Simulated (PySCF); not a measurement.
# Geometry relaxation, with input and output: CH5AsGeN2

System: CH5AsGeN2.
Method: PBE0-D3(BJ)/def2-SVP geometry optimisation, gas phase (PySCF 2.14.0).

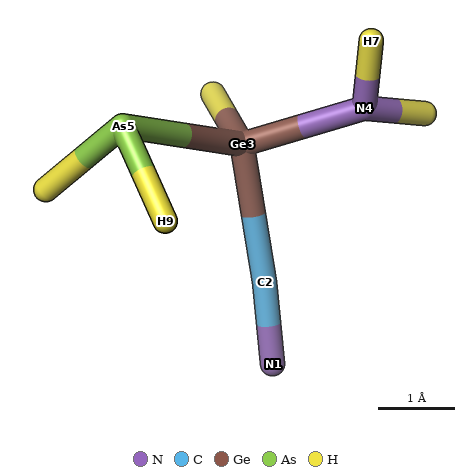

*The structure as given in the input (stick view, seen at a tilt; atoms are numbered from 1 in the order of the input). Sticks mark near contacts.*

Bond lengths as drawn: As–Ge 2.41 Å, As–H 1.49 to 1.53 Å, C–Ge 1.93 Å, C–N 1.12 Å, Ge–H 1.54 Å, Ge–N 1.78 Å and H–N 1.02 to 1.03 Å.

## The input
```
{"job": {"xc": "PBE0", "basis": "def2-SVP", "d3": "d3bj", "grid": 1, "shake": 0.01, "kind": "geom"}, "charge": 0, "multiplicity": 1}
N     -0.185920     2.750510    -0.933970
C     -0.212190     1.642670    -0.748330
Ge    -0.136600    -0.264160    -0.446250
N     -1.487860    -0.527850     0.689220
As     1.880830    -1.044460     0.614130
H     -0.406370    -0.783110    -1.865750
H     -1.595290    -1.445420     1.115980
H     -2.422080    -0.222800     0.388880
H      1.881750     0.180340     1.525640
H      2.734170    -0.306640    -0.360610
```

The first line tells a small driver script what to run in PySCF; the rest is the geometry in Å.

Run as:
```bash
OMP_NUM_THREADS=1 python <driver script> task.json out
```

## What the program printed
```
step   0  E = -4462.14305969  max force = 0.098760
step   1  E = -4462.14858574  max force = 0.011314
step   2  E = -4462.14929733  max force = 0.004437
step   3  E = -4462.14946674  max force = 0.001813
step   4  E = -4462.14952435  max force = 0.001339
step   5  E = -4462.14954623  max force = 0.000590
step   6  E = -4462.14955646  max force = 0.000464
step   7  E = -4462.14957059  max force = 0.000884
step   8  E = -4462.14958897  max force = 0.001135
step   9  E = -4462.14960533  max force = 0.000861
step  10  E = -4462.14961205  max force = 0.000227
optimisation converged
```

## Trajectory as extended XYZ (Å, eV, eV/Å), 11 frames, from step=0 to step=10
```
10
Properties=species:S:1:pos:R:3:forces:R:3 step=0 energy=-121421.09727
N    -0.1859    2.7505   -0.9340    0.0414   5.0784  -0.8653
C    -0.2122    1.6427   -0.7483    0.2051  -4.8977   0.9584
Ge   -0.1366   -0.2642   -0.4462    0.1979   0.2768  -0.6679
N    -1.4879   -0.5279    0.6892   -1.4285  -0.2805   0.7851
As    1.8808   -1.0445    0.6141   -0.2730  -0.0772   0.4039
H    -0.4064   -0.7831   -1.8658    0.2220  -0.2554  -0.1669
H    -1.5953   -1.4454    1.1160    0.2014   0.0499  -0.0460
H    -2.4221   -0.2228    0.3889    0.5192   0.0111   0.0623
H     1.8818    0.1803    1.5256   -0.0761  -0.1060   0.0705
H     2.7342   -0.3066   -0.3606    0.3906   0.2006  -0.5341
10
Properties=species:S:1:pos:R:3:forces:R:3 step=1 energy=-121421.24764
N    -0.0924    2.8039   -0.8920   -0.0182  -0.5466   0.1017
C    -0.1486    1.6556   -0.7066   -0.0464   0.5354  -0.0918
Ge   -0.1769   -0.2560   -0.4239   -0.1867  -0.0522   0.1424
N    -1.5931   -0.5628    0.7407    0.5818   0.1642  -0.5221
As    1.8742   -0.9552    0.6429    0.1502   0.0794  -0.1270
H    -0.2811   -0.8655   -1.8485   -0.0586   0.0438   0.1569
H    -1.6042   -1.5356    1.0332   -0.0791  -0.1298   0.0891
H    -2.4787   -0.3626    0.2830   -0.1680   0.0164   0.0646
H     1.8331    0.2564    1.5623    0.0078   0.0202   0.0262
H     2.7170   -0.2097   -0.4078   -0.1828  -0.1308   0.1602
10
Properties=species:S:1:pos:R:3:forces:R:3 step=2 energy=-121421.26701
N    -0.1107    2.8031   -0.8877   -0.0033  -0.0993   0.0285
C    -0.1573    1.6570   -0.7095   -0.0189   0.1100  -0.0356
Ge   -0.1672   -0.2550   -0.4341   -0.0696  -0.0038   0.1442
N    -1.5710   -0.5623    0.7159    0.1305  -0.0555  -0.2282
As    1.8748   -0.9609    0.6484   -0.0287   0.0012   0.0254
H    -0.2890   -0.8647   -1.8459   -0.0037  -0.0061  -0.0182
H    -1.5951   -1.5311    1.0319   -0.0391   0.0539   0.0225
H    -2.4739   -0.3449    0.2948    0.0151   0.0070   0.0872
H     1.8379    0.2528    1.5686    0.0007  -0.0072  -0.0095
H     2.7008   -0.2256   -0.3990    0.0171  -0.0001  -0.0162
10
Properties=species:S:1:pos:R:3:forces:R:3 step=3 energy=-121421.27162
N    -0.1243    2.8035   -0.8818   -0.0004   0.0803  -0.0013
C    -0.1641    1.6575   -0.7109   -0.0034  -0.0748  -0.0083
Ge   -0.1624   -0.2561   -0.4416   -0.0110   0.0114   0.0326
N    -1.5595   -0.5655    0.6989   -0.0318  -0.0932  -0.0364
As    1.8721   -0.9659    0.6508   -0.0318  -0.0097   0.0207
H    -0.2853   -0.8633   -1.8545    0.0174  -0.0004  -0.0225
H    -1.5966   -1.5259    1.0358    0.0001   0.0471   0.0074
H    -2.4720   -0.3274    0.3139    0.0306   0.0306   0.0353
H     1.8350    0.2501    1.5672    0.0029   0.0017  -0.0054
H     2.7064   -0.2385   -0.3946    0.0275   0.0071  -0.0221
10
Properties=species:S:1:pos:R:3:forces:R:3 step=4 energy=-121421.27319
N    -0.1340    2.8046   -0.8760   -0.0019   0.0689  -0.0028
C    -0.1689    1.6575   -0.7117    0.0024  -0.0686  -0.0013
Ge   -0.1605   -0.2574   -0.4473   -0.0004   0.0130  -0.0111
N    -1.5552   -0.5704    0.6893   -0.0480  -0.0612   0.0243
As    1.8688   -0.9699    0.6518   -0.0132   0.0000   0.0133
H    -0.2761   -0.8592   -1.8641    0.0146   0.0012  -0.0082
H    -1.6012   -1.5244    1.0395    0.0116   0.0168  -0.0028
H    -2.4714   -0.3105    0.3309    0.0201   0.0313   0.0041
H     1.8336    0.2498    1.5634    0.0046  -0.0001  -0.0054
H     2.7140   -0.2514   -0.3925    0.0102  -0.0012  -0.0101
10
Properties=species:S:1:pos:R:3:forces:R:3 step=5 energy=-121421.27378
N    -0.1415    2.8062   -0.8697   -0.0031   0.0137   0.0017
C    -0.1722    1.6577   -0.7108    0.0032  -0.0154   0.0000
Ge   -0.1598   -0.2580   -0.4505    0.0021   0.0091  -0.0172
N    -1.5541   -0.5745    0.6839   -0.0187  -0.0179   0.0303
As    1.8656   -0.9732    0.6539   -0.0020   0.0032   0.0062
H    -0.2672   -0.8551   -1.8704    0.0063  -0.0004   0.0013
H    -1.6066   -1.5256    1.0385    0.0041  -0.0058  -0.0096
H    -2.4701   -0.2942    0.3429    0.0046   0.0182  -0.0063
H     1.8363    0.2518    1.5583    0.0045   0.0014  -0.0032
H     2.7190   -0.2664   -0.3928   -0.0010  -0.0063  -0.0033
10
Properties=species:S:1:pos:R:3:forces:R:3 step=6 energy=-121421.27406
N    -0.1470    2.8077   -0.8625   -0.0028  -0.0183   0.0037
C    -0.1743    1.6583   -0.7079    0.0017   0.0169   0.0014
Ge   -0.1594   -0.2577   -0.4509    0.0038   0.0037  -0.0128
N    -1.5546   -0.5768    0.6813    0.0081   0.0108   0.0239
As    1.8631   -0.9758    0.6571    0.0018   0.0049   0.0034
H    -0.2608   -0.8520   -1.8726    0.0006  -0.0014   0.0042
H    -1.6138   -1.5285    1.0318   -0.0067  -0.0150  -0.0133
H    -2.4684   -0.2794    0.3501   -0.0053   0.0049  -0.0068
H     1.8429    0.2562    1.5522    0.0039   0.0010  -0.0030
H     2.7216   -0.2833   -0.3953   -0.0052  -0.0075  -0.0006
10
Properties=species:S:1:pos:R:3:forces:R:3 step=7 energy=-121421.27444
N    -0.1548    2.8106   -0.8479   -0.0009  -0.0455   0.0039
C    -0.1764    1.6599   -0.7002   -0.0015   0.0452   0.0045
Ge   -0.1584   -0.2566   -0.4490    0.0055  -0.0046  -0.0060
N    -1.5567   -0.5786    0.6788    0.0399   0.0402   0.0137
As    1.8593   -0.9800    0.6643    0.0044   0.0047   0.0001
H    -0.2519   -0.8473   -1.8729   -0.0055  -0.0015   0.0054
H    -1.6300   -1.5347    1.0133   -0.0206  -0.0212  -0.0155
H    -2.4651   -0.2536    0.3597   -0.0163  -0.0110  -0.0054
H     1.8591    0.2663    1.5393    0.0026   0.0007  -0.0023
H     2.7243   -0.3172   -0.4021   -0.0077  -0.0070   0.0017
10
Properties=species:S:1:pos:R:3:forces:R:3 step=8 energy=-121421.27494
N    -0.1625    2.8144   -0.8263    0.0023  -0.0516   0.0016
C    -0.1772    1.6626   -0.6868   -0.0049   0.0537   0.0079
Ge   -0.1569   -0.2545   -0.4438    0.0052  -0.0124   0.0007
N    -1.5606   -0.5783    0.6777    0.0584   0.0524   0.0042
As    1.8549   -0.9862    0.6749    0.0048   0.0027  -0.0023
H    -0.2429   -0.8414   -1.8698   -0.0096  -0.0002   0.0042
H    -1.6569   -1.5426    0.9813   -0.0288  -0.0185  -0.0142
H    -2.4600   -0.2190    0.3700   -0.0214  -0.0214  -0.0034
H     1.8857    0.2806    1.5193    0.0008  -0.0006  -0.0015
H     2.7256   -0.3672   -0.4132   -0.0069  -0.0041   0.0028
10
Properties=species:S:1:pos:R:3:forces:R:3 step=9 energy=-121421.27539
N    -0.1637    2.8173   -0.8080    0.0047  -0.0300  -0.0011
C    -0.1751    1.6651   -0.6734   -0.0052   0.0338   0.0083
Ge   -0.1556   -0.2525   -0.4372    0.0032  -0.0121   0.0032
N    -1.5644   -0.5748    0.6798    0.0443   0.0354  -0.0017
As    1.8525   -0.9921    0.6828    0.0026  -0.0007  -0.0035
H    -0.2405   -0.8368   -1.8643   -0.0083   0.0017   0.0015
H    -1.6824   -1.5470    0.9503   -0.0218  -0.0086  -0.0075
H    -2.4556   -0.1924    0.3749   -0.0153  -0.0168  -0.0010
H     1.9098    0.2903    1.5019   -0.0009  -0.0016  -0.0002
H     2.7243   -0.4085   -0.4236   -0.0033  -0.0009   0.0019
10
Properties=species:S:1:pos:R:3:forces:R:3 step=10 energy=-121421.27557
N    -0.1570    2.8184   -0.8005    0.0052  -0.0025  -0.0021
C    -0.1707    1.6664   -0.6660   -0.0031   0.0054   0.0061
Ge   -0.1555   -0.2517   -0.4332    0.0014  -0.0044   0.0017
N    -1.5663   -0.5703    0.6833    0.0117   0.0072  -0.0039
As    1.8520   -0.9968    0.6839   -0.0005  -0.0031  -0.0029
H    -0.2453   -0.8343   -1.8606   -0.0036   0.0023  -0.0009
H    -1.6951   -1.5464    0.9359   -0.0060   0.0001   0.0001
H    -2.4543   -0.1829    0.3740   -0.0037  -0.0027   0.0015
H     1.9195    0.2897    1.4956   -0.0015  -0.0028   0.0005
H     2.7220   -0.4235   -0.4291    0.0000   0.0005  -0.0001
```

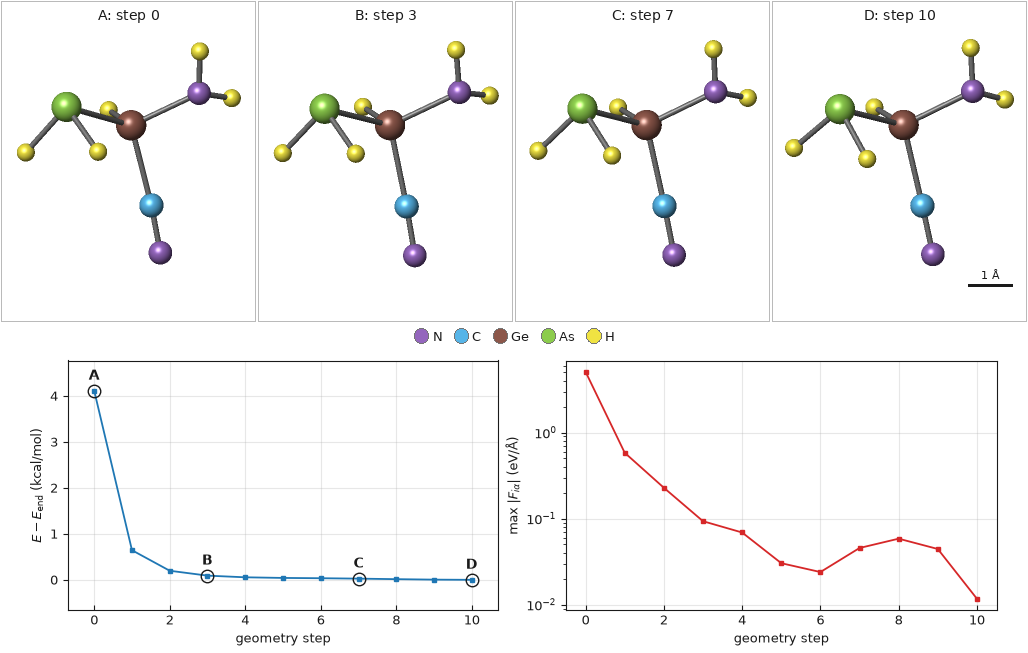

*Frames of the relaxation (ball-and-stick view, seen at a tilt) above the curves, on which the letters mark them (steps are counted from 0).*

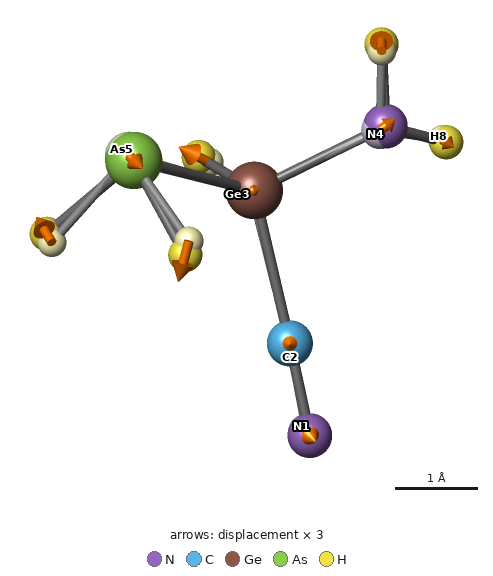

*Start (faint) and end (solid) with the displacements as orange arrows, magnified 3 times (ball-and-stick view, seen at a tilt). The two geometries are laid on each other by the best rigid fit.*

The largest move after the best rigid fit is that of H9, 0.18 Å. By element the largest moves are H 0.18 Å, As 0.09 Å, N 0.09 Å, C 0.05 Å, Ge 0.03 Å. Among the contacts that change: Ge3–N4 1.785 → 1.827 Å, N1–C2 1.124 → 1.160 Å, As5–H10 1.491 → 1.525 Å, N4–H8 1.028 → 1.017 Å. Among the angles that change: As5–Ge3–H6 116.4° → 111.1°, C2–Ge3–H6 100.5° → 105.2°, Ge3–N4–H7 118.7° → 114.7°. After 10 geometry steps the energy has fallen by 4.11 kcal/mol. The largest force component goes from 5.1 to 0.012 eV/Å. (Atoms are counted from 1 in the order of the input.)

## Summary

```json
{"quantity": "outcome", "value": "converged"}
{"quantity": "total energy", "value": "−4462.149612 hartree"}
{"quantity": "dipole moment", "value": "3.96 D"}
{"quantity": "point group", "value": "C1"}
{"quantity": "hardware", "value": "1 CPU thread, shared host"}
{"quantity": "wall time", "value": "1.7 min"}
{"quantity": "peak memory", "value": "0.55 GiB"}
```
